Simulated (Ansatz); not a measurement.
## Run report: C2H6BFN2, geometry relaxation (part 1 of 2)

System: C2H6BFN2, SMILES NC1NCB1F.
Method: RKS revPBE/def2-SVP (Ansatz 0.2.0).

It belongs to a series of runs on one base structure; here: end point B relaxed. Figures and captions count atoms from 1; the log counts them from 0 in places.

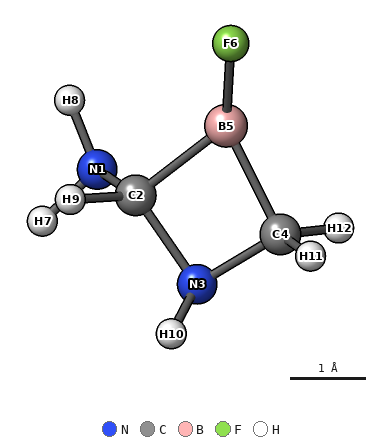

Fig. 1: The input geometry (ball-and-stick view, seen at a tilt; atoms are numbered from 1 in the order of the input).

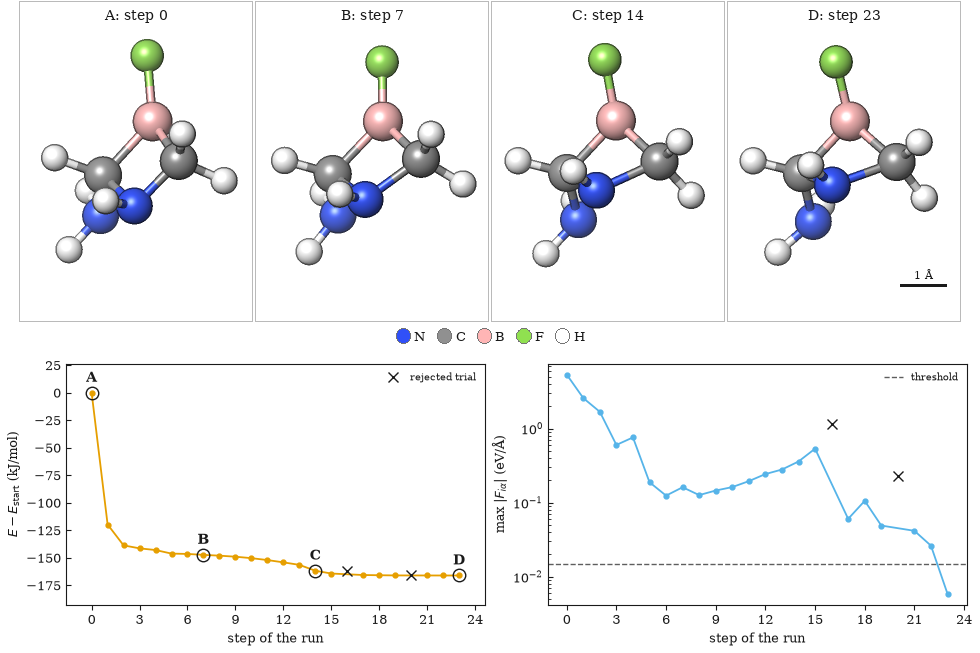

Fig. 2: Frames of the relaxation (ball-and-stick view, seen at a tilt) above the curves, on which the letters mark them (the first geometry is step 0 here and step 1 in the log).

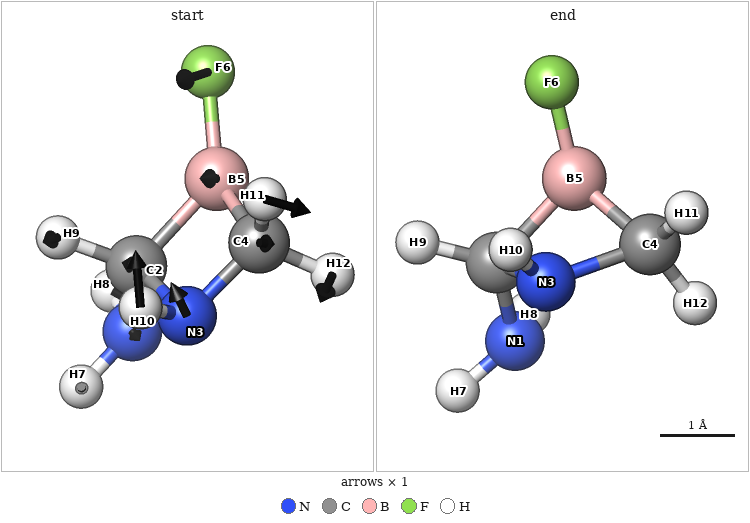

Fig. 3: Before (left) and after (right) the relaxation, at one scale (ball-and-stick view, seen at a tilt). The black arrows give the displacements, at true length. The energy falls by 165.9 kJ/mol in 23 geometry steps. The largest force component goes from 5.4 to 0.0059 eV/Å. The line search rejected the trial steps at points 16, 20 (counted from 0) and went back. The largest move after the best rigid fit is that of F6, 0.90 Å. Largest moves by element: F 0.90 Å, H 0.78 Å, N 0.52 Å, B 0.35 Å, C 0.30 Å. Among the contacts that change: N3–C4 1.389 → 1.520 Å, B5–F6 1.468 → 1.362 Å, C2–N3 1.447 → 1.535 Å, C4–B5 1.627 → 1.570 Å. Among the angles that change: N3–C4–B5 95.3° → 70.9°, N3–C2–B5 93.8° → 70.4°, C2–B5–C4 78.5° → 97.0°. (Atoms are counted from 1 in the order of the input.)

The input that produced these results follows, with the program's output.

## Input
```yaml
crystal:
  periodic: [false, false, false]
  atoms:
    - { symbol: "N", position_ang: [-0.498, -1.0814, 1.4315] }
    - { symbol: C, position_ang: [0.1546, 0.0218, 0.7006] }
    - { symbol: "N", position_ang: [-0.83834, 0.99203, 0.2917] }
    - { symbol: C, position_ang: [-0.21635, 2.01086, 1.00258] }
    - { symbol: B, position_ang: [0.94717, 1.06472, 1.63264] }
    - { symbol: F, position_ang: [2.37626, 1.26396, 1.90549] }
    - { symbol: H, position_ang: [-1.0157, -1.6539, 0.7407] }
    - { symbol: H, position_ang: [0.2108, -1.6114, 1.8889] }
    - { symbol: H, position_ang: [0.80885, -0.40483, -0.1517] }
    - { symbol: H, position_ang: [-0.65819, 1.18451, -0.75581] }
    - { symbol: H, position_ang: [0.19506, 2.8277, 0.48131] }
    - { symbol: H, position_ang: [-0.88182, 2.31885, 1.86683] }
basis:
  gaussian: { orbitals: def2-SVP }
hamiltonian:
  xc: revpbe
relax:
  f_tol: 0.015
  max_steps: 40
```

Run as:
```bash
ansatz run input.yaml --threads 2 --pin off --max-ram 3072MiB --backend cpu --events-out ev --progress --plain --runs-dir out
```

## Log
```
The last accepted step is kept in [file] (removed where the run ends without a failure and the disk answers)
Engine: ansatz 0.2.0, aarch64-unknown-linux-gnu
Functional definition: revPBE
  parameter kappa = 1.245
  parameter beta = 0.06672455060314922
  exchange = pbe_x(kappa = kappa, mu = beta*pi^2/3)
  correlation = pbe_c(beta = beta)
1310 factors; their error is unknown
mean field evaluation 1: about -8521.7240 eV, gradient 7.5e1 eV
mean field evaluation 2: about -8454.7764 eV, gradient 1.6e2 eV
mean field evaluation 4: about -8534.3709 eV, gradient 1.2e1 eV
mean field evaluation 8: about -8534.6455 eV, gradient 1.6e-1 eV
mean field evaluation 16: about -8534.5641 eV, gradient 1.8e-3 eV
mean field -8534.56412446 eV, -313.6394466385 hartree, gradient 3.6e-5 eV, S^2 0.000000; 0 other end points of the search recorded, 0 dependent functions left out
the calculation of the forces begins
reference -8534.56416826 eV, -313.6394482484 hartree; 23, 23 occupied and 91, 91 virtual orbitals, 1310 factors
relax step   1: F+E_penalty+E_count = -8534.56412446 eV  Δ(F+E_penalty+E_count) = +0.000e0 eV  max|allowed force component| = 5.356e0 eV/Å  Δτ_max = 0.0000 Å  (31 SCF iters, accepted)
these checks for a lower state are left out or cut short: starts, cluster_reference, orbital_swaps, neighbouring_geometries, increment
1310 factors; their error is unknown
mean field -8535.80376945 eV, -313.6850027518 hartree, gradient 9.7e-6 eV, S^2 0.000000; 0 other end points of the search recorded, 0 dependent functions left out
[... from here on the field's lines of each further geometry are left out, up to the last ...]
relax step   2: F+E_penalty+E_count = -8535.80376945 eV  Δ(F+E_penalty+E_count) = -1.240e0 eV  max|allowed force component| = 2.580e0 eV/Å  Δτ_max = 0.1999 Å  (35 SCF iters, accepted)
relax step   3: F+E_penalty+E_count = -8536.00014600 eV  Δ(F+E_penalty+E_count) = -1.964e-1 eV  max|allowed force component| = 1.684e0 eV/Å  Δτ_max = 0.0523 Å  (30 SCF iters, accepted)
relax step   4: F+E_penalty+E_count = -8536.02824060 eV  Δ(F+E_penalty+E_count) = -2.809e-2 eV  max|allowed force component| = 6.020e-1 eV/Å  Δτ_max = 0.1358 Å  (31 SCF iters, accepted)
relax step   5: F+E_penalty+E_count = -8536.04408433 eV  Δ(F+E_penalty+E_count) = -1.584e-2 eV  max|allowed force component| = 7.601e-1 eV/Å  Δτ_max = 0.2000 Å  (29 SCF iters, accepted)
relax step   6: F+E_penalty+E_count = -8536.07758624 eV  Δ(F+E_penalty+E_count) = -3.350e-2 eV  max|allowed force component| = 1.889e-1 eV/Å  Δτ_max = 0.1057 Å  (30 SCF iters, accepted)
relax step   7: F+E_penalty+E_count = -8536.08081264 eV  Δ(F+E_penalty+E_count) = -3.226e-3 eV  max|allowed force component| = 1.246e-1 eV/Å  Δτ_max = 0.0202 Å  (32 SCF iters, accepted)
relax step   8: F+E_penalty+E_count = -8536.08975077 eV  Δ(F+E_penalty+E_count) = -8.938e-3 eV  max|allowed force component| = 1.616e-1 eV/Å  Δτ_max = 0.0854 Å  (31 SCF iters, accepted)
relax step   9: F+E_penalty+E_count = -8536.09701270 eV  Δ(F+E_penalty+E_count) = -7.262e-3 eV  max|allowed force component| = 1.266e-1 eV/Å  Δτ_max = 0.0491 Å  (31 SCF iters, accepted)
relax step  10: F+E_penalty+E_count = -8536.10685829 eV  Δ(F+E_penalty+E_count) = -9.846e-3 eV  max|allowed force component| = 1.459e-1 eV/Å  Δτ_max = 0.0588 Å  (31 SCF iters, accepted)
relax step  11: F+E_penalty+E_count = -8536.12051191 eV  Δ(F+E_penalty+E_count) = -1.365e-2 eV  max|allowed force component| = 1.625e-1 eV/Å  Δτ_max = 0.0692 Å  (31 SCF iters, accepted)
relax step  12: F+E_penalty+E_count = -8536.13842072 eV  Δ(F+E_penalty+E_count) = -1.791e-2 eV  max|allowed force component| = 1.953e-1 eV/Å  Δτ_max = 0.0781 Å  (31 SCF iters, accepted)
relax step  13: F+E_penalty+E_count = -8536.16005410 eV  Δ(F+E_penalty+E_count) = -2.163e-2 eV  max|allowed force component| = 2.434e-1 eV/Å  Δτ_max = 0.0841 Å  (31 SCF iters, accepted)
relax step  14: F+E_penalty+E_count = -8536.18360531 eV  Δ(F+E_penalty+E_count) = -2.355e-2 eV  max|allowed force component| = 2.802e-1 eV/Å  Δτ_max = 0.0848 Å  (31 SCF iters, accepted)
relax step  15: F+E_penalty+E_count = -8536.23884003 eV  Δ(F+E_penalty+E_count) = -5.523e-2 eV  max|allowed force component| = 3.596e-1 eV/Å  Δτ_max = 0.1983 Å  (38 SCF iters, accepted)
relax step  16: F+E_penalty+E_count = -8536.26524527 eV  Δ(F+E_penalty+E_count) = -2.641e-2 eV  max|allowed force component| = 5.357e-1 eV/Å  Δτ_max = 0.1951 Å  (30 SCF iters, accepted)
relax step  17: F+E_penalty+E_count = -8536.24385751 eV  Δ(F+E_penalty+E_count) = +2.139e-2 eV  max|allowed force component| = 1.154e0 eV/Å  Δτ_max = 0.0611 Å  (30 SCF iters, rejected (line search))
relax step  18: F+E_penalty+E_count = -8536.27935948 eV  Δ(F+E_penalty+E_count) = -1.411e-2 eV  max|allowed force component| = 6.053e-2 eV/Å  Δτ_max = 0.0303 Å  (31 SCF iters, accepted)
relax step  19: F+E_penalty+E_count = -8536.28127519 eV  Δ(F+E_penalty+E_count) = -1.916e-3 eV  max|allowed force component| = 1.059e-1 eV/Å  Δτ_max = 0.1000 Å  (31 SCF iters, accepted)
relax step  20: F+E_penalty+E_count = -8536.28312879 eV  Δ(F+E_penalty+E_count) = -1.854e-3 eV  max|allowed force component| = 4.916e-2 eV/Å  Δτ_max = 0.0171 Å  (32 SCF iters, accepted)
relax step  21: F+E_penalty+E_count = -8536.28000072 eV  Δ(F+E_penalty+E_count) = +3.128e-3 eV  max|allowed force component| = 2.304e-1 eV/Å  Δτ_max = 0.0468 Å  (31 SCF iters, rejected (line search))
relax step  22: F+E_penalty+E_count = -8536.28351749 eV  Δ(F+E_penalty+E_count) = -3.887e-4 eV  max|allowed force component| = 4.174e-2 eV/Å  Δτ_max = 0.0204 Å  (32 SCF iters, accepted)
relax step  23: F+E_penalty+E_count = -8536.28374294 eV  Δ(F+E_penalty+E_count) = -2.254e-4 eV  max|allowed force component| = 2.631e-2 eV/Å  Δτ_max = 0.0112 Å  (33 SCF iters, accepted)
the calculation of the forces begins
reference -8536.28381693 eV, -313.7026441712 hartree; 23, 23 occupied and 91, 91 virtual orbitals, 1310 factors
relax step  24: F+E_penalty+E_count = -8536.28377255 eV  Δ(F+E_penalty+E_count) = -2.962e-5 eV  max|allowed force component| = 5.905e-3 eV/Å  Δτ_max = 0.0013 Å  (34 SCF iters, accepted)
1310 factors; their error is unknown
mean field evaluation 192: about -8525.5347 eV, gradient 6.9e1 eV
mean field -8536.28377255 eV, -313.7026425403 hartree, gradient 1.2e-5 eV, S^2 0.000000; 1 other end points of the search recorded, 0 dependent functions left out
the calculation of the forces begins
reference -8536.28381693 eV, -313.7026441712 hartree; 23, 23 occupied and 91, 91 virtual orbitals, 1310 factors
Total energy: -8536.28381693 eV, -313.7026441712 hartree
Atom 0 at    -0.662886    -0.984475     1.426745 Å, force     0.002441    -0.005363     0.002903 eV/Å
Atom 1 at     0.275611    -0.197396     0.677542 Å, force     0.000114    -0.004394    -0.000482 eV/Å
Atom 2 at    -0.365500     1.074822     0.104666 Å, force    -0.003383     0.002248    -0.005905 eV/Å
Atom 3 at    -0.267037     2.010296     1.298478 Å, force     0.000554     0.001237     0.001376 eV/Å
Atom 4 at     0.992788     1.073016     1.276348 Å, force     0.002466    -0.001449     0.003819 eV/Å
Atom 5 at     2.271210     1.456126     1.002092 Å, force     0.002006     0.001184    -0.000354 eV/Å
Atom 6 at    -1.056173    -1.762738     0.884765 Å, force     0.000801     0.002221     0.000809 eV/Å
Atom 7 at    -0.230812    -1.368142     2.272299 Å, force    -0.002526     0.001118    -0.001402 eV/Å
Atom 8 at     0.823185    -0.721914    -0.140502 Å, force    -0.001275     0.000377     0.000463 eV/Å
Atom 9 at     0.067945     1.420683    -0.760265 Å, force     0.000618     0.000947    -0.002428 eV/Å
Atom 10 at    -0.137666     3.072940     1.017732 Å, force    -0.001563     0.001095     0.000623 eV/Å
Atom 11 at    -1.126326     1.859683     1.974840 Å, force    -0.000254     0.000778     0.000577 eV/Å
Dipole moment:    -0.125255    -0.236047    -0.195225 e Å
```

## Trajectory as extended XYZ (Å, eV, eV/Å), 24 frames, from step=1 to step=24
```
12
Properties=species:S:1:pos:R:3:forces:R:3 step=1 energy=-8534.56412
N    -0.4980   -1.0814    1.4315   -1.0937   0.9042  -0.7784
C     0.1546    0.0218    0.7006    1.0717  -4.2919   0.5615
N    -0.8383    0.9920    0.2917    0.0613  -1.3130  -4.0854
C    -0.2163    2.0109    1.0026    0.2753   2.5325   5.3564
B     0.9472    1.0647    1.6326    2.4949   1.1603  -2.3268
F     2.3763    1.2640    1.9055   -3.5903  -0.6418  -0.0533
H    -1.0157   -1.6539    0.7407    0.2271  -0.1711   0.4380
H     0.2108   -1.6114    1.8889    0.8486  -1.1582   0.4849
H     0.8088   -0.4048   -0.1517   -0.3534   0.5883   0.3057
H    -0.6582    1.1845   -0.7558   -0.6030  -0.3940   1.5379
H     0.1951    2.8277    0.4813    0.4748   2.0227  -0.9321
H    -0.8818    2.3188    1.8668    0.1868   0.7621  -0.5082
12
Properties=species:S:1:pos:R:3:forces:R:3 step=2 energy=-8535.80377
N    -0.4819   -1.1304    1.4642   -0.1372   0.7693  -0.3436
C     0.1805   -0.0714    0.6719    0.8290  -0.8429   0.2662
N    -0.7513    1.0005    0.2498   -0.2862  -0.3164  -1.7935
C    -0.2221    2.1038    1.0488    0.9242   0.3124   1.7600
B     0.9825    1.0994    1.4398    1.4378   0.1906   1.0669
F     2.3002    1.2229    1.9768   -2.5805  -0.1971  -1.1591
H    -1.0683   -1.7075    0.8375    0.2375  -0.0388   0.1669
H     0.2378   -1.7183    1.8870    0.1082  -0.3289   0.0328
H     0.7991   -0.4771   -0.1941   -0.3192   0.1078   0.0809
H    -0.6052    1.2008   -0.7645   -0.3237  -0.1970   0.5714
H     0.1277    3.0084    0.5341   -0.1213   0.4694  -0.3716
H    -0.9146    2.4020    1.8833    0.2315   0.0715  -0.2773
12
Properties=species:S:1:pos:R:3:forces:R:3 step=3 energy=-8536.00015
N    -0.4735   -1.1338    1.4642    0.0795   0.3191  -0.0837
C     0.2020   -0.0963    0.6714    0.3121   0.0141   0.1835
N    -0.7272    0.9975    0.2426   -0.2473  -0.0617  -0.4617
C    -0.2013    2.1264    1.0748    0.5547  -0.0203   0.4652
B     0.9629    1.0907    1.4503    1.2292   0.1367   0.6983
F     2.2497    1.2151    1.9657   -1.6844  -0.1155  -0.7635
H    -1.0525   -1.7162    0.8403    0.0812  -0.0659   0.0651
H     0.2385   -1.7462    1.8863   -0.0729  -0.0409  -0.0611
H     0.7891   -0.4911   -0.2098   -0.0868  -0.0029   0.0698
H    -0.6156    1.1914   -0.7598   -0.1220  -0.0026  -0.0027
H     0.1137    3.0477    0.5271   -0.0304  -0.1063  -0.0100
H    -0.9015    2.4478    1.8816   -0.0128  -0.0538  -0.0992
12
Properties=species:S:1:pos:R:3:forces:R:3 step=4 energy=-8536.02824
N    -0.5017   -1.0584    1.4515    0.1550  -0.4558   0.1841
C     0.2415   -0.0930    0.6535   -0.2724   0.1003  -0.3446
N    -0.7075    0.9954    0.1961    0.4830   0.0185   0.4047
C    -0.1831    2.0869    1.1153   -0.1260  -0.0922  -0.2509
B     0.9941    1.0653    1.4641   -0.6020   0.2532  -0.4098
F     2.2457    1.2259    1.8917    0.1143  -0.0345   0.0607
H    -1.0192   -1.7042    0.8358   -0.0570   0.0648  -0.0166
H     0.1657   -1.6568    1.9582    0.0230  -0.0343   0.0580
H     0.8369   -0.5164   -0.2030   -0.0679  -0.0894  -0.0209
H    -0.6742    1.2242   -0.8084    0.2746  -0.0263   0.1950
H     0.1129    3.0150    0.5819    0.0740   0.1991   0.1060
H    -0.9268    2.3491    1.8978    0.0015   0.0967   0.0341
12
Properties=species:S:1:pos:R:3:forces:R:3 step=5 energy=-8536.04408
N    -0.4204   -1.1015    1.4961   -0.5003  -0.0179  -0.0322
C     0.2141   -0.1044    0.6390    0.7601   0.2939   0.0967
N    -0.6921    1.0052    0.1973   -0.3492  -0.1129  -0.1376
C    -0.2018    2.1149    1.0900    0.1056  -0.2002   0.3502
B     0.9417    1.0618    1.4614   -0.2379   0.2496  -0.2214
F     2.1748    1.2138    1.9325    0.3507   0.0019   0.1356
H    -1.1049   -1.6474    0.9535   -0.0271  -0.0984  -0.0131
H     0.2792   -1.7734    1.8418    0.0201   0.1249  -0.0653
H     0.8057   -0.5258   -0.2243   -0.1429   0.0154  -0.0033
H    -0.5996    1.2278   -0.8004   -0.0041  -0.1075   0.0163
H     0.1376    3.0519    0.5852    0.0025  -0.1212  -0.0419
H    -0.9498    2.4100    1.8627    0.0225  -0.0276  -0.0843
12
Properties=species:S:1:pos:R:3:forces:R:3 step=6 energy=-8536.07759
N    -0.4726   -1.0892    1.4730   -0.0471  -0.1889  -0.0842
C     0.2313   -0.0977    0.6538    0.0016  -0.0466  -0.0274
N    -0.6964    0.9957    0.2074   -0.0331   0.0255   0.0967
C    -0.1965    2.1040    1.1050    0.0640  -0.0584   0.0549
B     0.9703    1.0773    1.4531   -0.1116   0.0935  -0.0287
F     2.2208    1.2351    1.9015   -0.0200  -0.0086  -0.0450
H    -1.0678   -1.6881    0.8695    0.1710   0.1357   0.1563
H     0.2201   -1.7177    1.9095   -0.0872   0.0451  -0.0631
H     0.8023   -0.5243   -0.2182   -0.0141  -0.0170   0.0299
H    -0.6101    1.2115   -0.7900    0.0680   0.0266  -0.0770
H     0.1213    3.0384    0.5861    0.0050  -0.0035   0.0064
H    -0.9384    2.3878    1.8840    0.0033  -0.0033  -0.0187
```
